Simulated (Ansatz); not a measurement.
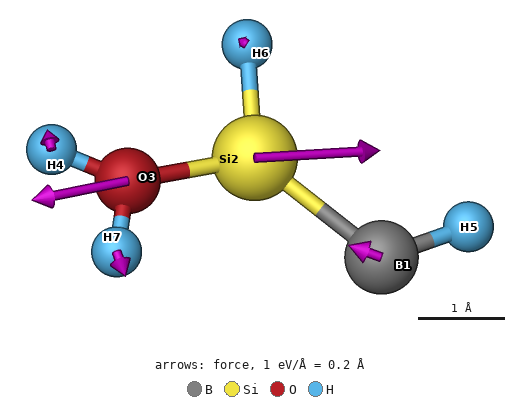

Starting geometry of BSiH4O (multiplicity 2) with the computed forces as purple arrows. A ball-and-stick model, seen at a tilt.

It is one of the separated reactants of a reaction.

The calculation used Ansatz, UKS PBE-D4/def2-SVP.

The input:
```yaml
crystal:
  periodic: [false, false, false]
  atoms:
    - {symbol: B, position_ang: [-1.096707, 0.434027, -0.564074]}
    - {symbol: Si, position_ang: [0.389622, 0.144339, 0.578796]}
    - {symbol: O, position_ang: [1.573407, -0.968000, 0.370422]}
    - {symbol: H, position_ang: [2.383045, -1.335206, 0.758425]}
    - {symbol: H, position_ang: [-1.868704, 1.293240, -0.257255]}
    - {symbol: H, position_ang: [0.748959, 0.844136, 1.832223]}
    - {symbol: H, position_ang: [1.502576, -1.525136, -0.408617]}
basis:
  gaussian: {orbitals: def2-SVP}
magnetization: {spin_polarized: true, initial_magnetization: 1}
hamiltonian: {xc: pbe, dispersion: d4}
relax: {f_tol: 0.03, max_steps: 250}
```

Launched with:
```bash
ansatz run in.yaml --threads 2 --pin off --events-out ev --progress --plain --max-ram 4352MiB
```

> What follows when this structure is relaxed?

It isn't relaxed: the largest force vector, on Si2, is 7.86 eV/Å. The final displacements have little in common with the starting forces (cosine between the two patterns 0.06). Over 17 geometry steps the energy falls by 2.047 eV. The largest force component goes from 6.1 to 0.013 eV/Å. The largest move after the best rigid fit is that of H4, 1.10 Å. Largest moves by element: H 1.10 Å, Si 0.84 Å, B 0.51 Å, O 0.24 Å. Among the contacts that change: Si2–O3 1.638 → 2.181 Å, Si2–H6 1.480 → 1.517 Å, O3–H7 0.960 → 0.987 Å, B1–H5 1.195 → 1.209 Å. Among the angles between lasting bonds that change: Si2–B1–H5 117.5° → 159.2°, Si2–O3–H4 144.1° → 104.0°, B1–Si2–O3 126.4° → 96.9°. The run took 31 s on 2 threads of Arm Neoverse V1, on a shared host.
